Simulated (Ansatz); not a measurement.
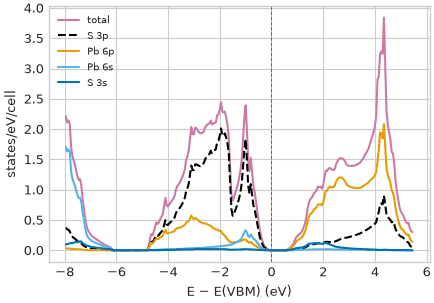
Fig. 1. Total and projected density of states of PbS (rock salt, space group No. 225), DFT-PBE in the program Ansatz with PAW potentials

Problem. Which orbitals carry the states next to the gap?

Solution. Top 1 eV of the valence band: S 3p 72 %, Pb 6s 17 %, Pb 6p 9 %. Bottom 1 eV of the conduction band: Pb 6p 70 %, S 3s 15 %, S 3p 10 %. Projections are on Löwdin-orthogonalised atomic valence shells; empty p or d shells of many metals are not among them.

Problem. Where is the tallest occupied peak in this window, and what makes it?

Solution. Near -1.9 eV, about 2.4 states/eV per cell; the largest projected share is S 3p.

Space group Fm-3m (rock salt). Symmetry was held in the PBE relaxation; of distortions, only those at the zone centre were tested. Scalar-relativistic: spin–orbit coupling is off unless named, which matters more the heavier the elements.

Potentials: the later of the program's two PAW sets.
